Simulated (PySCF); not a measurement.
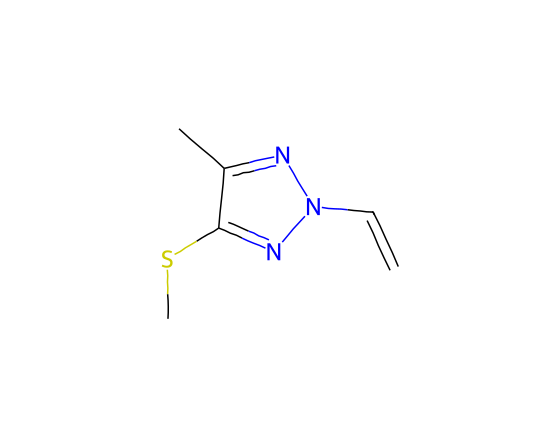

> Write the SMILES.

C=Cn1nc(C)c(SC)n1

> What is the molecular formula?

C6H9N3S.

The parts below concern this one geometry. Atoms keep their numbers from picture to picture. The computed structure is the end point of a PBE0-D3(BJ)/def2-SVP optimisation. No frequency run is at hand to confirm it as a minimum.

Geometry

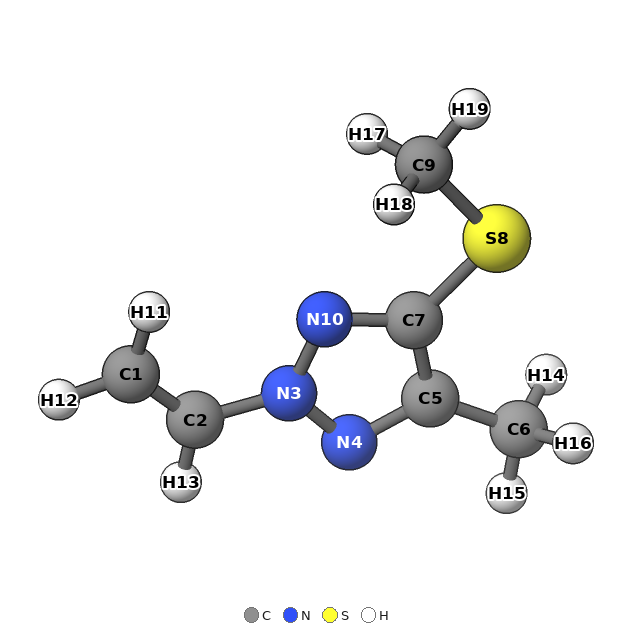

The atoms are numbered. No frequency run is at hand to confirm it as a minimum.

> How are the neighbours of atom 5 arranged?

C5 has 3 neighbours (N4 at 1.32, C6 at 1.48, C7 at 1.42 Å); the arrangement is trigonal planar.

> How are the neighbours of atom 6 arranged?

C6 has 4 neighbours (C5 at 1.48, H14 at 1.10, H15 at 1.10, H16 at 1.10 Å); the arrangement is tetrahedral.

> How are the neighbours of atom 10 arranged?

N10 has 2 neighbours (N3 at 1.33, C7 at 1.32 Å); the arrangement is bent.

> How are the neighbours of atom 8 arranged?

S8 has 2 neighbours (C7 at 1.74, C9 at 1.80 Å); the arrangement is bent.

> What is the dihedral angle N3–N4–C5–C7?

0° in size, that is syn (eclipsed).

Quadrupole coupling

No frequency run is at hand to confirm it as a minimum. Electric field gradients from the ground-state density, PBE0/pcSseg-1 in acetonitrile (IEF-PCM) (PySCF 2.14.0), non-relativistic apart from any core potentials.

Give the largest field-gradient component, the quadrupole coupling constant and the asymmetry for 14N at N3 (Q = 20.44 mb), 14N at N4 (Q = 20.44 mb), 33S at S8 (Q = −67.81 mb), 14N at N10 (Q = 20.44 mb), 2H at H11 (Q = 2.86 mb), 2H at H12 (Q = 2.86 mb).

| atom | V_zz (a.u.) | e²qQ/h (MHz) | η |
| --- | --- | --- | --- |
| N3 | −0.776 | −3.73 | 0.53 |
| N4 | −0.999 | −4.80 | 0.48 |
| S8 | −2.707 | 43.1 | 0.78 |
| N10 | −0.944 | −4.53 | 0.72 |
| H11 | 0.308 | 0.207 | 0.05 |
| H12 | 0.309 | 0.208 | 0.07 |

Ring current

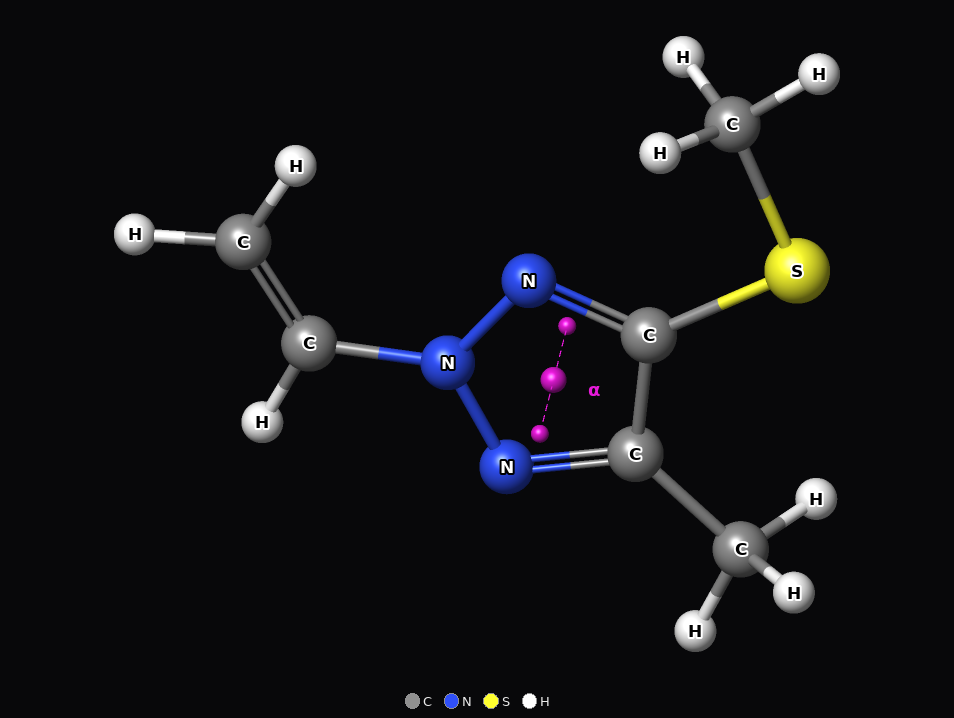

The small points mark where nucleus-independent chemical shifts (NICS) were computed: at the centre of each lettered ring and 1 Å above and below it. No frequency run is at hand to confirm it as a minimum. Level of theory: GIAO PBE0/pcSseg-1 NMR shielding, non-relativistic, IEF-PCM tetrahydrofuran (PySCF 2.14.0).

Give NICS(0), NICS(1) and the out-of-plane component NICS(1)zz for each ring (means of the two sides).

```json
{"ring": "α", "members": "C2N3", "NICS(0)": "−10.2", "NICS(1)": "−11.6", "NICS(1)zz": "−26.6"}
```

Values in ppm.

> What do the values say about the ring currents?

Ring α: diatropic, as in an aromatic ring. NICS is one index among several.

Excitation

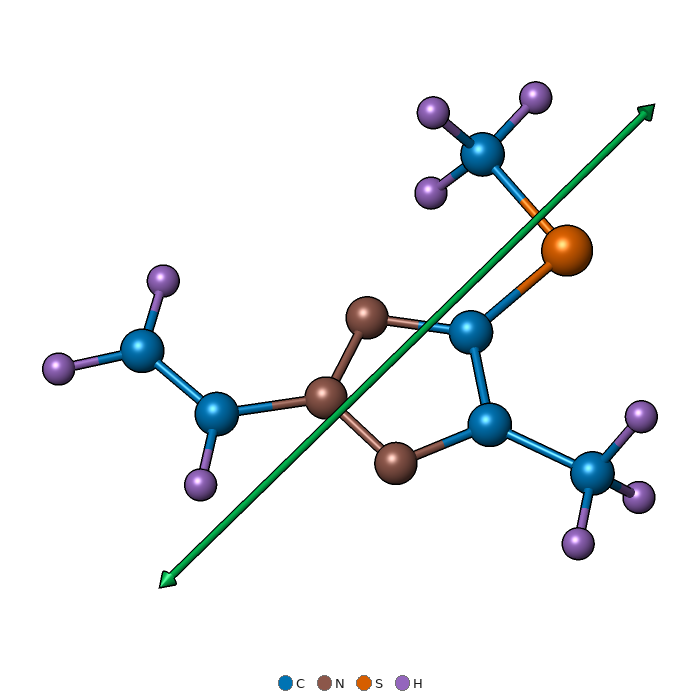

The double arrow shows the direction of the transition dipole to excited singlet state 7 (its length means nothing). No frequency run is at hand to confirm it as a minimum. Properties computed with TDDFT B3LYP/def2-SVPD, vertical, gas phase, core orbitals frozen in the response (PySCF 2.14.0).

> Give its energy, strength and character.

6.18 eV (201 nm), oscillator strength 0.099, mainly HOMO → LUMO+3 (weight 0.80); transition dipole 2.05 D.

Charges

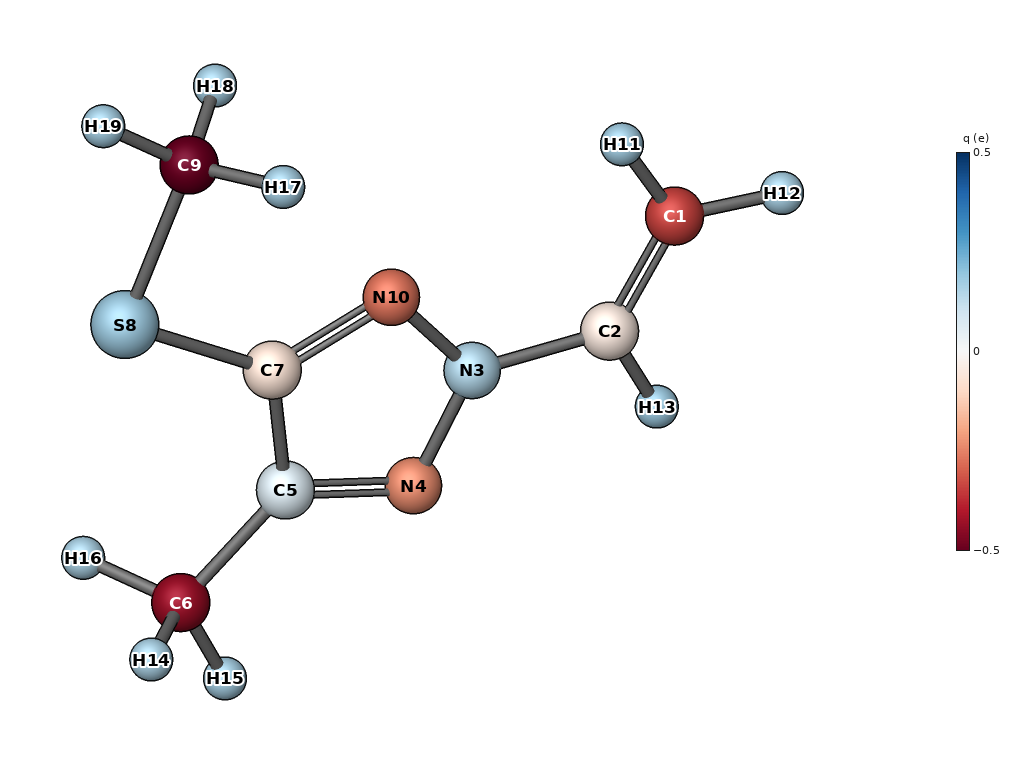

Atoms are coloured by their IAO charges. No frequency run is at hand to confirm it as a minimum. Properties computed with PBE0/pcSseg-1, gas phase (PySCF 2.14.0).

Give the IAO charges atom by atom.

| atom | value (e) |
| --- | --- |
| C1 | −0.34 |
| C2 | −0.05 |
| N3 | 0.15 |
| N4 | −0.23 |
| C5 | 0.07 |
| C6 | −0.43 |
| C7 | −0.07 |
| S8 | 0.18 |
| C9 | −0.50 |
| N10 | −0.27 |
| H11 | 0.17 |
| H12 | 0.16 |
| H13 | 0.18 |
| H14 | 0.16 |
| H15 | 0.17 |
| H16 | 0.16 |
| H17 | 0.17 |
| H18 | 0.16 |
| H19 | 0.17 |
